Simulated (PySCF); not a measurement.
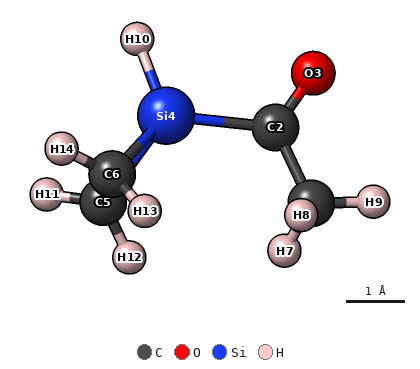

**Figure 1.** The structure (ball-and-stick view, seen at a tilt; atoms are numbered from 1 in the order of the input). Bond lengths as drawn: C–C 1.51 to 1.53 Å, C–H 1.10 Å, C–O 1.21 Å, C–Si 1.87 to 1.92 Å and H–Si 1.48 Å.

## Two runs on C4H8OSi

System: C4H8OSi.
Method of run 1: GIAO PBE0/STO-3G NMR shielding, non-relativistic, gas phase (PySCF 2.14.0).

The geometry comes from this level: PBE0-D3(BJ)/def2-SVP. Text and figures count atoms from 1; the logs count them from 0 in places.

### The input, run 1
```
{"job": {"kind": "nmr", "xc": "PBE0", "basis": "STO-3G", "pop": true}, "charge": 0, "multiplicity": 1}
C      1.959106    -0.008906    -0.323229
C      1.421926    -0.049136     1.084641
O      2.146019    -0.104672     2.053729
Si    -0.473644    -0.022366     1.362907
C     -1.573078     0.795275     0.089310
C     -1.593919    -0.730014     0.041471
H      1.550809     0.856664    -0.868870
H      1.642397    -0.912928    -0.868467
H      3.056441     0.042038    -0.300058
H     -0.889784    -0.058528     2.784365
H     -2.484764     1.292713     0.438617
H     -1.112030     1.318568    -0.755786
H     -1.138768    -1.210515    -0.831829
H     -2.519202    -1.225643     0.355610
```

The first line tells a small driver script what to run in PySCF; the rest is the geometry in Å.

Command:
```bash
OMP_NUM_THREADS=1 python <driver script> task.json out
```

Hardware: 1 CPU thread, shared host.

### Output (run 1)
```
coarse grid: 12016 points
cycle   1  E = -515.1558178826  dE =  6.398e-01  |g| = 6.480e-01  |ddm| = 4.698e+00
cycle   2  E = -514.6869292762  dE =  4.689e-01  |g| = 1.514e+00  |ddm| = 2.521e+00
cycle   3  E = -515.2986837775  dE = -6.118e-01  |g| = 1.152e-01  |ddm| = 1.731e+00
cycle   4  E = -515.3016472052  dE = -2.963e-03  |g| = 6.555e-02  |ddm| = 2.202e-01
cycle   5  E = -515.3029950872  dE = -1.348e-03  |g| = 8.740e-03  |ddm| = 9.191e-02
cycle   6  E = -515.3030172360  dE = -2.215e-05  |g| = 2.635e-03  |ddm| = 1.246e-02
cycle   7  E = -515.3030191536  dE = -1.918e-06  |g| = 5.012e-04  |ddm| = 3.196e-03
final grid: 110944 points
cycle   8  E = -515.2639053495  dE =  9.993e-06  |g| = 9.348e-03  |ddm| = 1.950e-02
cycle   9  E = -515.2638463195  dE =  5.903e-05  |g| = 1.723e-02  |ddm| = 3.013e-02
cycle  10  E = -515.2639301008  dE = -8.378e-05  |g| = 1.363e-03  |ddm| = 1.969e-02
cycle  11  E = -515.2639306882  dE = -5.874e-07  |g| = 1.263e-04  |ddm| = 1.964e-03
cycle  12  E = -515.2639306947  dE = -6.546e-09  |g| = 2.501e-05  |ddm| = 2.663e-04
cycle  13  E = -515.2639306950  dE = -2.295e-10  |g| = 5.147e-06  |ddm| = 4.541e-05
converged SCF energy = -515.2639306950

GIAO shielding tensors (ppm)
atom      isotropic    diamagn.    paramagn.     s11        s22        s33       span
  0 C      205.507     247.268     -41.762    188.126    201.442    226.951     38.825
  1 C       78.502     255.859    -177.356    -14.371     78.599    171.279    185.650
  2 O     -387.950     381.412    -769.361  -1303.347   -315.817    455.316   1758.663
  3 Si     635.438     872.505    -237.068    484.667    588.823    832.822    348.155
  4 C      225.325     252.867     -27.542    205.481    228.668    241.826     36.344
  5 C      225.415     252.918     -27.503    205.417    228.802    242.027     36.609
  6 H       30.396      32.286      -1.890     25.513     30.961     34.714      9.201
  7 H       30.500      31.956      -1.456     25.721     30.386     35.393      9.673
  8 H       30.306      29.447       0.858     25.959     27.362     37.596     11.638
  9 H       30.829      31.121      -0.292     24.788     28.880     38.817     14.029
 10 H       31.925      30.566       1.359     26.290     27.855     41.628     15.338
 11 H       31.749      33.484      -1.735     26.075     29.193     39.980     13.904
 12 H       31.759      33.587      -1.827     26.072     29.228     39.979     13.907
 13 H       31.932      30.603       1.328     26.309     27.847     41.638     15.328
```

The input of run 2 differs as follows (lines with − go, lines with + come):
```diff
-"basis": "STO-3G"
+"basis": "pcSseg-0"
```

Predict how the results change.

The total energy of run 2 is 3366.5 kcal/mol lower, which measures the change of basis and not a stability. The HOMO goes from −3.76 to −6.95 eV. The LUMO goes from 2.43 to −1.26 eV. The dipole moment goes from 0.99 to 2.67 D. Of all shieldings, the largest change is that of O3, by −240.3 ppm. The SCF takes 14 iterations against 13. The basis functions go from 42 to 74.

### Output (run 2)
```
coarse grid: 12016 points
cycle   1  E = -520.5041249661  dE =  6.472e-01  |g| = 7.537e-01  |ddm| = 3.992e+00
cycle   2  E = -520.0657306129  dE =  4.384e-01  |g| = 1.658e+00  |ddm| = 3.206e+00
cycle   3  E = -520.6263609325  dE = -5.606e-01  |g| = 1.483e-01  |ddm| = 2.477e+00
cycle   4  E = -520.6310577268  dE = -4.697e-03  |g| = 7.340e-02  |ddm| = 3.161e-01
cycle   5  E = -520.6323660858  dE = -1.308e-03  |g| = 1.610e-02  |ddm| = 1.253e-01
cycle   6  E = -520.6324306120  dE = -6.453e-05  |g| = 4.463e-03  |ddm| = 2.362e-02
cycle   7  E = -520.6324351864  dE = -4.574e-06  |g| = 7.928e-04  |ddm| = 8.274e-03
final grid: 110944 points
cycle   8  E = -520.6288560689  dE = -1.619e-05  |g| = 6.904e-03  |ddm| = 2.501e-02
cycle   9  E = -520.6288288827  dE =  2.719e-05  |g| = 1.346e-02  |ddm| = 2.118e-02
cycle  10  E = -520.6288660448  dE = -3.716e-05  |g| = 1.433e-03  |ddm| = 1.595e-02
cycle  11  E = -520.6288664724  dE = -4.277e-07  |g| = 1.606e-04  |ddm| = 1.546e-03
cycle  12  E = -520.6288664793  dE = -6.853e-09  |g| = 9.725e-05  |ddm| = 5.685e-04
cycle  13  E = -520.6288664821  dE = -2.799e-09  |g| = 1.699e-05  |ddm| = 1.635e-04
cycle  14  E = -520.6288664822  dE = -8.981e-11  |g| = 3.544e-06  |ddm| = 4.071e-05
converged SCF energy = -520.6288664822

GIAO shielding tensors (ppm)
atom      isotropic    diamagn.    paramagn.     s11        s22        s33       span
  0 C      154.123     249.169     -95.047    119.373    143.263    199.733     80.360
  1 C      -55.898     257.845    -313.742   -157.156   -110.663    100.127    257.283
  2 O     -628.218     391.785   -1020.003  -1674.552   -585.923    375.822   2050.373
  3 Si     496.597     877.446    -380.849    371.125    373.742    744.923    373.798
  4 C      194.814     260.656     -65.842    173.969    191.339    219.134     45.165
  5 C      195.033     260.585     -65.552    173.871    191.920    219.309     45.438
  6 H       30.116      28.559       1.556     26.371     30.997     32.979      6.608
  7 H       30.186      28.536       1.650     26.646     30.667     33.247      6.602
  8 H       30.566      30.028       0.539     27.590     27.841     36.268      8.678
  9 H       29.692      28.728       0.963     24.372     27.507     37.196     12.824
 10 H       31.790      32.585      -0.795     26.206     27.207     41.956     15.750
 11 H       31.612      30.923       0.689     26.655     28.161     40.020     13.365
 12 H       31.619      30.956       0.663     26.634     28.185     40.038     13.404
 13 H       31.778      32.587      -0.809     26.188     27.196     41.951     15.763
```

### The two runs side by side

| quantity | run 1 | run 2 |
| --- | --- | --- |
| outcome | converged | converged |
| total energy (hartree) | −515.263931 | −520.628866 |
| HOMO (eV) | −3.76 | −6.95 |
| LUMO (eV) | 2.43 | −1.26 |
| dipole moment (D) | 0.99 | 2.67 |
| shielding of C1 (ppm) | 205.5 | 154.1 |
| shielding of C2 (ppm) | 78.5 | −55.9 |
| shielding of O3 (ppm) | −387.9 | −628.2 |
| shielding of Si4 (ppm) | 635.4 | 496.6 |
| shielding of C5 (ppm) | 225.3 | 194.8 |
| shielding of C6 (ppm) | 225.4 | 195.0 |
| shielding of H10 (ppm) | 30.8 | 29.7 |
| SCF iterations | 13 | 14 |
| basis functions | 42 | 74 |
| wall time (shared host) | 3 s | 5.1 s |
